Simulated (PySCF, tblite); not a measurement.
# C₄H₅BO₃S: geometry, infrared bands and NMR shifts

Wanted: the infrared bands and NMR shifts of C₄H₅BO₃S (`OB(O)c1csc(O)c1`), by calculation.

Programs: tblite 0.8.0 and PySCF 2.14.0, with density-fitted response routines of our own. Each step states its level of theory. These are calculated values for one molecule in the gas phase, unless marked as measured. Atoms count from 0, in the outputs and in this text.

## (1) Starting geometry

14 atoms, charge 0, multiplicity 1; geometry from: force field or distance geometry start.

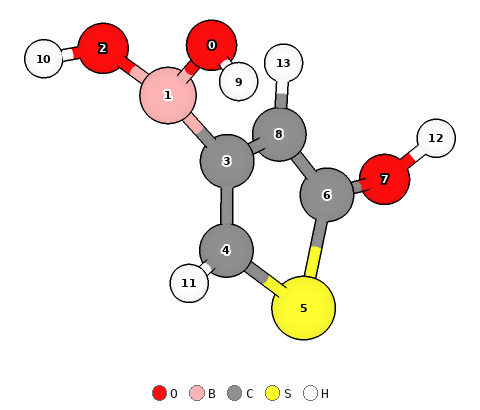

The starting geometry (oxygen red, boron pink, carbon grey, sulfur yellow, hydrogen white), atoms numbered.

## (2) Relaxing the molecule with GFN2-xTB

What the job is given:

```
{"job": {"kind": "relax", "xc": "GFN2-xTB", "basis": "xTB"}, "charge": 0, "multiplicity": 1}
O     -2.242800     1.348900     0.515400
B     -1.752700     0.138800    -0.122700
O     -2.137000    -0.067400    -1.519000
C     -0.246000    -0.287800     0.173600
C      0.024700    -1.283500     1.093700
S      1.909600    -1.529800     1.180600
C      2.048900    -0.146600    -0.121100
O      3.251700     0.324900    -0.638300
C      0.807300     0.281300    -0.433900
H     -2.242500     1.322200     1.508400
H     -2.937900    -0.644500    -1.553600
H     -0.677000    -1.845500     1.662400
H      3.523800     1.291600    -0.578400
H      0.669200     1.097000    -1.189300
```

On the command line:

```sh
> OMP_NUM_THREADS=1 python probes_run.py task.json out
```

One launch serves the whole session: the jobs run in the order shown.

Log:

```text
step      E/eV     max force
  0    -755.55758    5.370
  1    -756.41245    2.184
  2    -756.77795    1.481
  3    -756.98477    1.285
  4    -757.13446    1.096
  5    -757.24082    1.081
  6    -757.35498    1.506
  7    -757.45784    1.099
  8    -757.53115    0.653
  9    -757.57598    0.572
 10    -757.62661    0.878
 11    -757.69046    0.984
 12    -757.75721    0.946
 13    -757.79399    0.699
 14    -757.80850    1.085
 15    -757.83194    0.449
 16    -757.84309    0.301
 17    -757.85670    0.378
 18    -757.86309    0.219
 19    -757.86774    0.153
 20    -757.87232    0.182
 21    -757.87743    0.178
 22    -757.88220    0.211
 23    -757.88642    0.196
 24    -757.89097    0.198
 25    -757.89670    0.234
 26    -757.90264    0.194
 27    -757.90635    0.145
 28    -757.90869    0.139
 29    -757.91067    0.158
 30    -757.91325    0.142
 31    -757.91653    0.099
 32    -757.91763    0.084
 33    -757.91949    0.090
 34    -757.92142    0.107
 35    -757.92267    0.155
 36    -757.92363    0.202
 37    -757.92433    0.070
 38    -757.92483    0.049
 39    -757.92532    0.065
 40    -757.92573    0.064
 41    -757.92598    0.040
 42    -757.92613    0.034
 43    -757.92627    0.028
 44    -757.92641    0.039
 45    -757.92654    0.039
 46    -757.92665    0.027
 47    -757.92676    0.025
 48    -757.92685    0.023
 49    -757.92694    0.029
 50    -757.92703    0.033
 51    -757.92714    0.029
 52    -757.92725    0.026
 53    -757.92736    0.024
 54    -757.92744    0.027
 55    -757.92755    0.027
 56    -757.92772    0.042
 57    -757.92803    0.062
 58    -757.92855    0.073
 59    -757.92933    0.080
 60    -757.93042    0.105
 61    -757.93200    0.111
 62    -757.93424    0.209
 63    -757.93746    0.183
 64    -757.93361    0.681
 65    -757.94632    0.194
 66    -757.95193    0.264
 67    -757.95508    0.501
 68    -757.96243    0.121
 69    -757.96507    0.121
 70    -757.96816    0.301
 71    -757.97208    0.174
 72    -757.97465    0.164
 73    -757.97884    0.173
 74    -757.98074    0.133
 75    -757.98282    0.141
 76    -757.98519    0.257
 77    -757.98742    0.219
 78    -757.99046    0.158
 79    -757.99485    0.179
 80    -757.99791    0.138
 81    -758.00003    0.122
 82    -758.00170    0.122
 83    -758.00355    0.179
 84    -758.00667    0.161
 85    -758.01425    0.196
 86    -758.01880    0.199
 87    -758.02281    0.215
 88    -758.02458    0.239
 89    -758.02334    0.357
 90    -758.02676    0.264
 91    -758.02804    0.165
 92    -758.02916    0.057
 93    -758.02995    0.105
 94    -758.03091    0.150
 95    -758.03200    0.102
 96    -758.03256    0.075
 97    -758.03297    0.052
 98    -758.03339    0.074
 99    -758.03372    0.057
100    -758.03398    0.050
101    -758.03420    0.041
102    -758.03437    0.030
103    -758.03448    0.022
104    -758.03453    0.017
105    -758.03457    0.016
106    -758.03462    0.023
107    -758.03468    0.026
108    -758.03476    0.025
109    -758.03483    0.017
110    -758.03487    0.014
111    -758.03490    0.011
112    -758.03492    0.010
```

Wall time 1.3 s (1 thread of Arm Neoverse N1, shared host); peak memory 0.18 GiB.

Relaxation path: (not every step is listed)

| step | energy from step 0 (eV) | largest force (eV/Å) |
| --- | --- | --- |
| 0 | 0.0000 | 5.3705 |
| 1 | -0.8549 | 2.1839 |
| 2 | -1.2204 | 1.4807 |
| 3 | -1.4272 | 1.2849 |
| 4 | -1.5769 | 1.0956 |
| 5 | -1.6832 | 1.0814 |
| 6 | -1.7974 | 1.5055 |
| 7 | -1.9003 | 1.0989 |
| 8 | -1.9736 | 0.6526 |
| 17 | -2.2991 | 0.3781 |
| 26 | -2.3451 | 0.1942 |
| 35 | -2.3651 | 0.1554 |
| 44 | -2.3688 | 0.0389 |
| 53 | -2.3698 | 0.0241 |
| 62 | -2.3767 | 0.2092 |
| 71 | -2.4145 | 0.1739 |
| 80 | -2.4403 | 0.1385 |
| 89 | -2.4658 | 0.3567 |
| 98 | -2.4758 | 0.0742 |
| 107 | -2.4771 | 0.0264 |
| 108 | -2.4772 | 0.0246 |
| 109 | -2.4773 | 0.0171 |
| 110 | -2.4773 | 0.0140 |
| 111 | -2.4773 | 0.0111 |
| 112 | -2.4773 | 0.0102 |

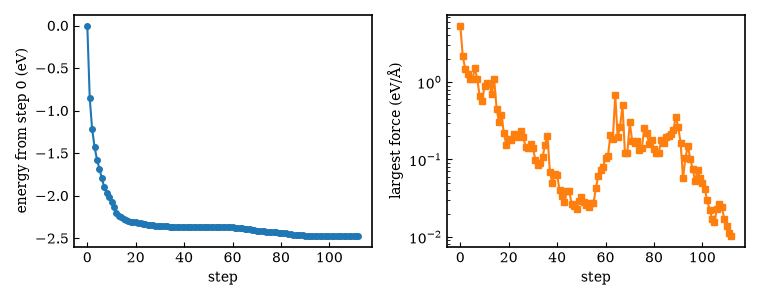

Energy and largest force along the relaxation.

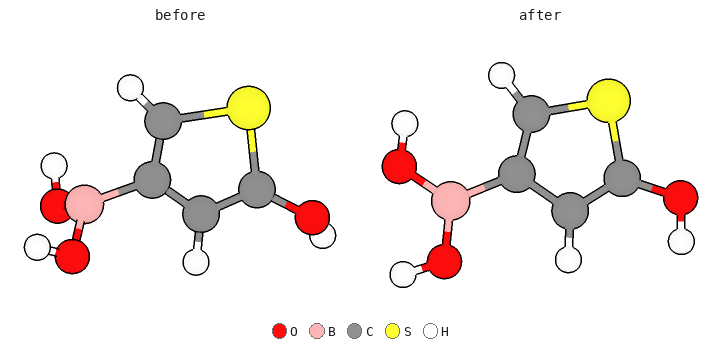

Before and after, at one scale.

Distances of close pairs at the start and the end, largest changes first:

```csv
bond,before (Å),after (Å),change (Å)
C4–S5,1.903,1.726,-0.177
S5–C6,1.904,1.732,-0.172
B1–O2,1.463,1.350,-0.113
O0–B1,1.453,1.362,-0.091
C3–C8,1.343,1.426,+0.084
C8–H13,1.120,1.075,-0.045
O7–H12,1.006,0.964,-0.042
O0–H9,0.993,0.954,-0.039
```

The next job starts from the end point, and lists it.

## (3) Harmonic vibrations with GFN2-xTB

What the job is given:

```
{"job": {"kind": "ir", "xc": "GFN2-xTB", "basis": "xTB"}, "charge": 0, "multiplicity": 1}
O     -2.789724    -0.106648     0.544613
B     -1.704994     0.160774    -0.235000
O     -1.920538     0.670020    -1.466806
C     -0.220749    -0.091987     0.215835
C      0.170915    -0.664139     1.389650
S      1.884227    -0.799334     1.550319
C      2.092089    -0.065754    -0.005293
O      3.351878     0.111176    -0.470021
C      0.908590     0.251890    -0.584864
H     -2.614910    -0.465346     1.411625
H     -2.847955     0.793969    -1.672118
H     -0.438837    -1.030692     2.192453
H      3.315974     0.519223    -1.343005
H      0.813355     0.716374    -1.549555
```

Log:

```text
mode    cm-1     km/mol
  1      32.4      3.20
  2     116.9      0.53
  3     120.8      3.91
  4     252.9      0.01
  5     293.5      2.89
  6     311.2    133.39
  7     320.6      8.57
  8     404.0     16.46
  9     450.6      2.52
 10     508.4     13.78
 11     511.1     15.93
 12     534.3     38.04
 13     534.9     72.27
 14     617.9     59.65
 15     636.9    255.23
 16     715.0      1.02
 17     723.3     13.09
 18     799.5     11.81
 19     845.7     31.39
 20     879.8      6.56
 21     947.8    203.44
 22     960.2    130.75
 23    1085.8      0.40
 24    1096.0    362.19
 25    1143.3     22.67
 26    1221.0    176.63
 27    1252.1    171.14
 28    1283.6    310.32
 29    1365.7    140.83
 30    1486.0    287.76
 31    1578.9    119.86
 32    3136.1     16.00
 33    3146.1      8.57
 34    3522.6     23.53
 35    3617.0     19.73
 36    3669.2      9.19
```

It took 0.78 s on 1 thread of Arm Neoverse N1, shared host; peak memory 0.18 GiB.

The strongest bands and the atoms that carry them (share of the mass-weighted mode):

| cm⁻¹ | km/mol | atoms |
| --- | --- | --- |
| 637 | 255.2 | B1 35 %, H10 25 %, C3 19 % |
| 948 | 203.4 | H9 74 %, O0 11 % |
| 1096 | 362.2 | H12 29 %, O7 20 %, C8 19 %, C6 14 % |
| 1221 | 176.6 | B1 31 %, C6 18 %, H12 12 % |
| 1252 | 171.1 | H12 28 %, B1 25 %, C6 21 % |
| 1284 | 310.3 | B1 67 %, O2 18 % |
| 1366 | 140.8 | C3 45 %, C8 27 % |
| 1486 | 287.8 | C3 50 %, C4 35 % |

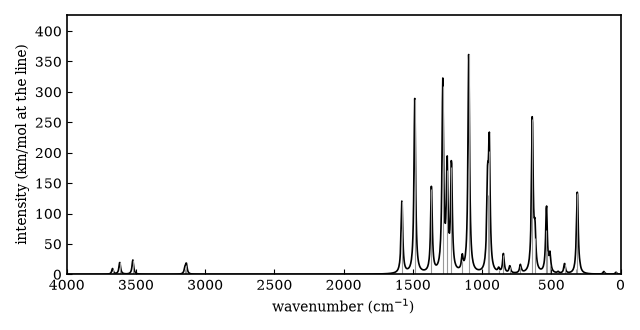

The infrared spectrum from these modes, unscaled. Lines are broadened to a width of 14 cm⁻¹ (Lorentzian).

## (4) NMR shieldings: PBE0/pcSseg-1

The job, as its differences from that of step 3:

```diff
@@ -1,2 +1,2 @@
-{"job": {"kind": "ir", "xc": "GFN2-xTB", "basis": "xTB"}, "charge": 0, "multiplicity": 1}
+{"job": {"kind": "nmr", "xc": "PBE0", "basis": "pcSseg-1"}, "charge": 0, "multiplicity": 1}
 O     -2.789724    -0.106648     0.544613
```

Level: GIAO PBE0/pcSseg-1 NMR shielding, non-relativistic, gas phase.

Log:

```text
coarse grid: 13416 points
cycle   1  E = -803.3293461184  dE =  1.809e+00  |g| = 1.011e+00  |ddm| = 3.741e+00
cycle   2  E = -803.1595799155  dE =  1.698e-01  |g| = 1.393e+00  |ddm| = 1.728e+00
cycle   3  E = -803.5154158179  dE = -3.558e-01  |g| = 1.050e-01  |ddm| = 1.115e+00
cycle   4  E = -803.5173719798  dE = -1.956e-03  |g| = 6.102e-02  |ddm| = 1.552e-01
cycle   5  E = -803.5182244188  dE = -8.524e-04  |g| = 1.791e-02  |ddm| = 6.666e-02
cycle   6  E = -803.5182975509  dE = -7.313e-05  |g| = 4.756e-03  |ddm| = 2.038e-02
cycle   7  E = -803.5183028427  dE = -5.292e-06  |g| = 1.576e-03  |ddm| = 6.425e-03
final grid: 128272 points
cycle   8  E = -803.6012687022  dE = -3.094e-05  |g| = 1.278e-02  |ddm| = 3.242e-02
cycle   9  E = -803.6012143517  dE =  5.435e-05  |g| = 2.003e-02  |ddm| = 2.931e-02
cycle  10  E = -803.6013030555  dE = -8.870e-05  |g| = 1.685e-03  |ddm| = 1.988e-02
cycle  11  E = -803.6013037263  dE = -6.708e-07  |g| = 4.190e-04  |ddm| = 1.918e-03
cycle  12  E = -803.6013037667  dE = -4.039e-08  |g| = 7.635e-05  |ddm| = 4.224e-04
cycle  13  E = -803.6013037676  dE = -9.225e-10  |g| = 3.938e-05  |ddm| = 9.592e-05
cycle  14  E = -803.6013037680  dE = -3.579e-10  |g| = 8.548e-06  |ddm| = 4.460e-05
converged SCF energy = -803.6013037680

GIAO shielding tensors (ppm)
atom      isotropic    diamagn.    paramagn.     s11        s22        s33       span
  0 O      229.332     386.467    -157.135    121.249    274.262    292.485    171.237
  1 B       77.058     194.984    -117.927     64.536     74.917     91.721     27.186
  2 O      225.562     386.846    -161.284    131.093    265.735    279.857    148.763
  3 C       49.401     255.209    -205.808    -29.027     22.376    154.855    183.882
  4 C       60.311     259.735    -199.423    -33.973     78.616    136.292    170.265
  5 S      297.715    1055.861    -758.146    182.395    333.431    377.318    194.923
  6 C       13.851     261.514    -247.663    -53.588     20.946     74.195    127.784
  7 O      225.707     384.383    -158.676    164.602    250.646    261.871     97.269
  8 C       74.722     255.059    -180.337     12.542     72.440    139.183    126.641
  9 H       27.267      32.522      -5.255     19.623     25.831     36.345     16.722
 10 H       27.550      29.352      -1.802     21.097     23.799     37.753     16.657
 11 H       25.318      33.157      -7.839     21.831     26.622     27.501      5.670
 12 H       27.217      31.641      -4.424     18.733     25.819     37.098     18.365
 13 H       25.128      33.567      -8.439     21.055     25.443     28.887      7.832
```

It took 63 s on 1 thread of Arm Neoverse N1, shared host; peak memory 0.82 GiB.

The references, computed at this level on geometries of the same kind, shield at (ppm): 1H TMS 31.72, 13C TMS 186.9, 17O H2O 336.1, 11B BF3·OEt2 100.1, 33S CS2 504. Their shielding less the atom's gives the shift. The references are single molecules in the gas phase, so shifts against H2O, NH3, PH3, H3PO4 or CFCl3 are not on the usual liquid scales and can be off by tens of ppm. Atoms listed in one row are averaged.

```
  atoms                                         environment  σ (ppm)  δ (ppm)  δ scaled to CDCl3
     C6                      aromatic carbon bearing oxygen     13.9    173.1              162.6
     C3                         substituted aromatic carbon     49.4    137.5              132.3
     C4                 aromatic CH next to the ring sulfur     60.3    126.6              117.3
     C8                                         aromatic CH     74.7    112.2              107.6
    H13                          hydrogen on an aromatic CH    25.13     6.59               6.32
    H11  hydrogen on an aromatic CH next to the ring sulfur    25.32     6.40               6.14
    H12                    hydrogen on a phenol-type oxygen    27.22     4.50                  –
H9, H10                   hydrogen on an oxygen bonded to B    27.41     4.31                  –
     O7                                  phenol-type oxygen    225.7    110.4                  –
 O0, O2                               oxygen bonded to B, H    227.4    108.6                  –
     B1                              boron bonded to C, 2 O     77.1     23.0                  –
     S5                                aromatic ring sulfur      298      206                  –
```

The scaled column applies a straight-line fit of computed shieldings to shifts measured in CDCl3, with any fitted terms for Cl, Br or S neighbours (root-mean-square error 0.16 ppm for H, 1.9 ppm for C).

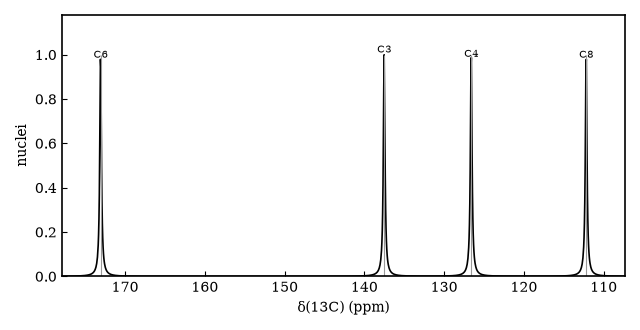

13C lines at the computed shifts, without couplings. Lines are broadened to a width of 0.24 ppm (Lorentzian).

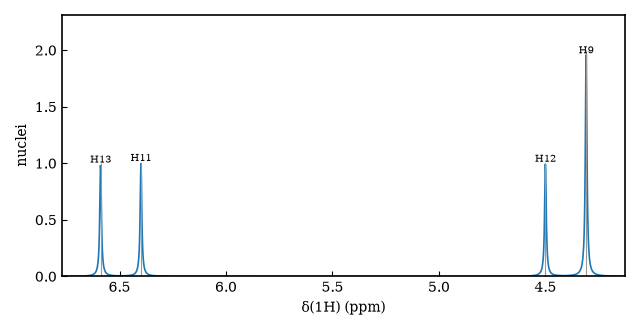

1H lines at the computed shifts, without couplings. Lines are broadened to a width of 0.01 ppm (Lorentzian).

Charges from the same density, by scheme (e):

```
 atoms  Mulliken    IAO  Hirshfeld  ESP fit
O0, O2     -0.41  -0.55      -0.26    -0.70
    B1      0.61   0.50       0.24     0.68
    C3     -0.22  -0.17      -0.11    -0.07
    C4     -0.33  -0.32      -0.10    -0.44
    S5      0.27   0.32       0.10     0.09
    C6      0.04   0.07       0.04     0.24
    O7     -0.37  -0.47      -0.19    -0.49
    C8     -0.11  -0.25      -0.11    -0.36
```

Hirshfeld charges:

O0 -0.27; B1 0.24; O2 -0.25; C3 -0.11; C4 -0.10; S5 0.10; C6 0.04; O7 -0.19; C8 -0.11; H9 0.18; H10 0.18; H11 0.05; H12 0.19; H13 0.05

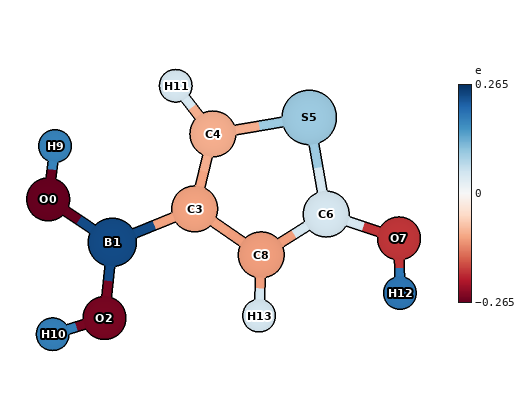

Hirshfeld charges, as colours on the atoms.

Mayer bond orders: O0–B1 1.20, B1–O2 1.26, B1–C3 0.87, C3–C4 1.56, C4–S5 1.15, S5–C6 1.13, C6–O7 1.07, C6–C8 1.54, C8–C3 1.24.

Ring of atoms C3, C4, S5, C6, C8: NICS(0) -11.3, NICS(1) -9.7, NICS(1)zz -21.3 ppm (means of both faces).

The fields below are evaluated on a grid from the run's orbitals.

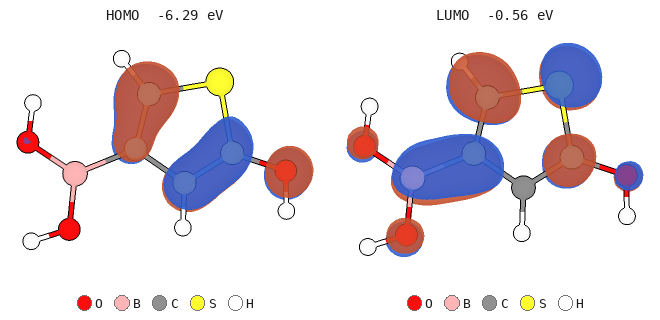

PBE0/pcSseg-1 orbitals near the gap, drawn at the value that encloses 70 % of each; the two colours are the two signs.

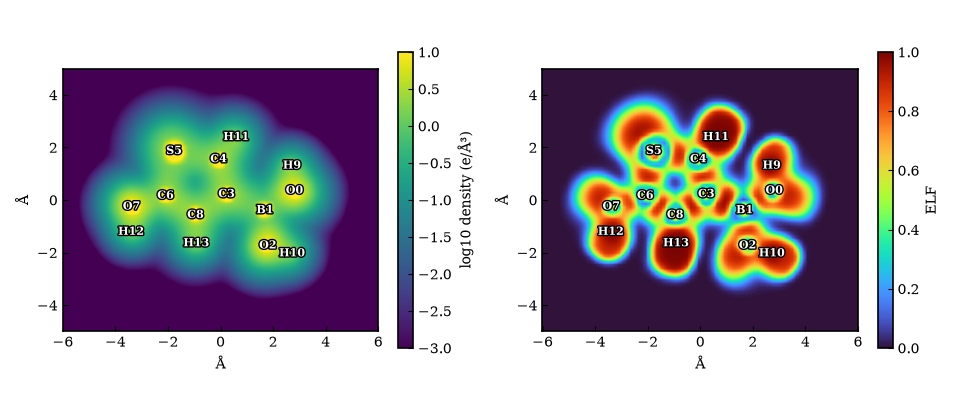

Density (left) and ELF (right) in a plane through or near 14 of the atoms.

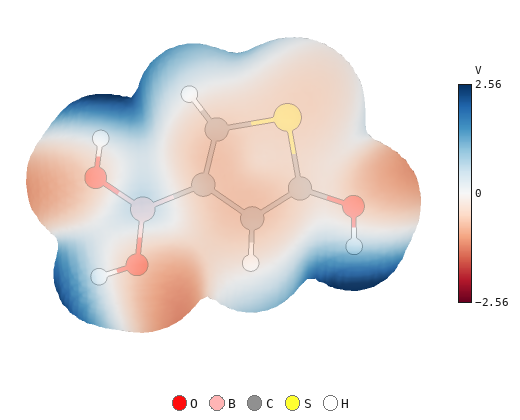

Electrostatic potential on the surface of density 0.002 e/bohr³; red is low, blue high. It runs from -1.11 V near O2 to 2.56 V near H12.

## (5) Summary of results

| quantity | value |
| --- | --- |
| strongest single infrared mode (GFN2-xTB) | 1096 cm⁻¹, 362 km/mol |
| zero-point energy (GFN2-xTB) | 57.4 kcal/mol |
| 13C shifts against TMS (PBE0/pcSseg-1) | 173.1, 137.5, 126.6, 112.2 ppm |
| 1H shifts against TMS (PBE0/pcSseg-1, means over atoms taken as alike) | 6.59, 6.40, 4.50, 4.31 ppm |
| 17O shifts against H2O (PBE0/pcSseg-1, means over atoms taken as alike) | 110.4, 108.6 ppm |
| 11B shifts against BF3·OEt2 (PBE0/pcSseg-1) | 23.0 ppm |
| 33S shifts against CS2 (PBE0/pcSseg-1) | 206 ppm |
| surface potential, least and greatest | -1.11 V and 2.56 V |

What this shows: The optimisation took 112 steps and gained 2.477 eV; among the close pairs (by a distance rule), C4–S5 changed most, from 1.903 to 1.726 Å. All 36 modes are real, so the xTB geometry is a minimum. The strongest single mode, at 1096 cm⁻¹, is spread over several atoms, H12, O7, C8, C6 among them. Unscaled tight-binding wavenumbers are off by several per cent, some by more. Its intensities can rank the bands wrongly. At PBE0/pcSseg-1: Shielding is most anisotropic at S5 (span 195 ppm, paramagnetic term -758 ppm). NICS(1)zz of -21 ppm above the planar ring from C3 marks a diatropic (aromatic) ring current. At PBE0/pcSseg-1, counted by nearest atom on the grid, the HOMO lies on C4, C6 about 23 % each; C8 17 %, the LUMO on C4 25 %; C3 17 %.
